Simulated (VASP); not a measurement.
Energy against volume of LiF (rock salt). Calculation: PBE GGA with D3 dispersion (zero damping), VASP's PBE PAW potentials (set 64) (plane waves; VASP).

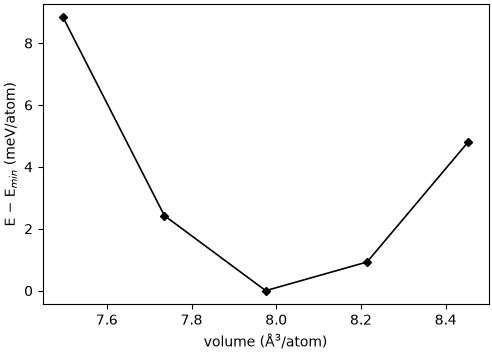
Fig. 1. Energy against volume

Question: Estimate the equilibrium volume and the bulk modulus.

Answer: The minimum lies near 8.0 Å³/atom, and the curvature gives B0 of about 74 GPa.

The compound is LiF in the rock salt structure. It was relaxed first.
